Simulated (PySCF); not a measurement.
## TeNI: frequency calculation

TeNI, computed with RKS-based B3LYP, Te def2-TZVP with ECP28, N def2-TZVP, I def2-TZVP with ECP28; non-relativistic Hamiltonian with a scalar-relativistic core potential; density fitting (PySCF 2.14.0).

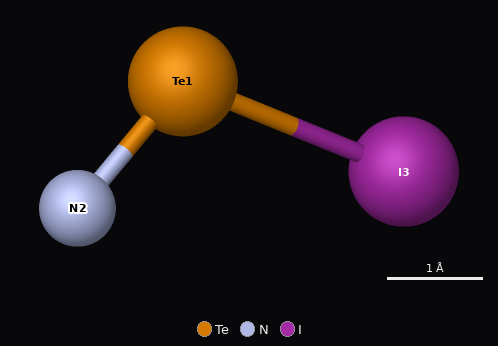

Fig. 1: The structure as given in the input (ball-and-stick view, seen at a tilt; atoms are numbered from 1 in the order of the input). Bond lengths as drawn: I–Te 2.84 Å and N–Te 1.81 Å.

**The input**
```python
from pyscf import gto, scf, dft
mol = gto.M(atom='''
Te     0.008892    -1.299184     0.000000
N      1.727013    -1.883827     0.000000
I     -0.199631     1.535893     0.000000''',
    basis={'Te': 'def2-TZVP', 'N': 'def2-TZVP', 'I': 'def2-TZVP'},
    ecp={'Te': 'def2-TZVP', 'I': 'def2-TZVP'},
    charge=0, spin=0)
mf = dft.RKS(mol, xc='B3LYP')
mf.grids.atom_grid = (75, 302)
aux = {'Te': 'def2-universal-JKFIT', 'N': 'def2-universal-JKFIT', 'I': 'def2-universal-JKFIT'}
mf = mf.density_fit(auxbasis=aux)
mf.conv_tol = 1e-09
mf.diis_space = 10
mf.max_cycle = 60
mf.verbose = 4
mf.kernel()
```

The script is an equivalent of the set-up of the self-consistent field. The run itself was carried out by a driver, which started from the orbitals of the step before it where there was one and computed the further properties.

Hardware: 4 threads of Intel Xeon @ 2.50GHz (Skylake/Cascade Lake), 189 GiB of memory available, shared host.

Command:
```bash
OMP_NUM_THREADS=4 python axn.py task.json out
```

**The program's output**
```
init E= -620.621470104221
  HOMO = -0.265604109431549  LUMO = -0.156152310949143  gap/eV = 2.97834
cycle= 1 E= -620.621470104183  delta_E= 3.8e-11  |g|= 1.26e-05  |ddm|= 1.3e-05
  HOMO = -0.265601811432031  LUMO = -0.156149662678946  gap/eV = 2.97834
cycle= 2 E= -620.621470103176  delta_E= 1.01e-09  |g|= 6.38e-05  |ddm|= 5.9e-05
  HOMO = -0.265603823635874  LUMO = -0.156151799752283  gap/eV = 2.97834
cycle= 3 E= -620.621470104224  delta_E= -1.05e-09  |g|= 1.72e-06  |ddm|= 4.8e-05
  HOMO = -0.265603778319382  LUMO = -0.156151866381995  gap/eV = 2.97834
cycle= 4 E= -620.621470104223  delta_E= 4.55e-13  |g|= 3.04e-07  |ddm|= 2.69e-06
  HOMO = -0.265603761679116  LUMO = -0.156151810819301  gap/eV = 2.97834
Extra cycle  E= -620.621470104222  delta_E= 1.82e-12  |g|= 6.09e-07  |ddm|= 9.87e-07
converged SCF energy = -620.621470104222
```

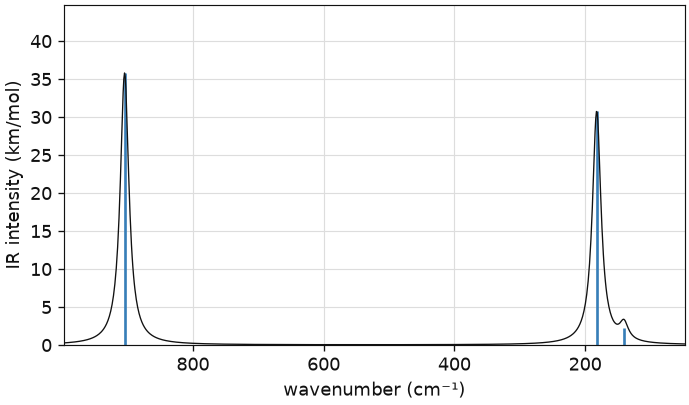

Fig. 2: Harmonic infrared spectrum, unscaled: sticks (degenerate modes added up, dark ones marked on the axis) with a Lorentzian envelope of 16 cm⁻¹ full width, scaled to the tallest stick. 3 modes from 141 to 905 cm⁻¹, none imaginary. The strongest line is at 905 cm⁻¹ (36 km/mol). All modes, in cm⁻¹ (km/mol): 141 (2.3), 182 (31), 905 (36).

**Key numbers**

| quantity | value |
| --- | --- |
| outcome | converged |
| total energy | −620.621470 hartree |
| HOMO | −7.23 eV |
| LUMO | −4.25 eV |
| zero-point energy | 0.002796 hartree |
| dipole moment | 3.04 D |
| wavenumbers, lowest and highest | 141 and 905 cm⁻¹ |
| wall time | 2.1 min (CPU time 5.9 min) |
| peak memory | 1.1 GiB |
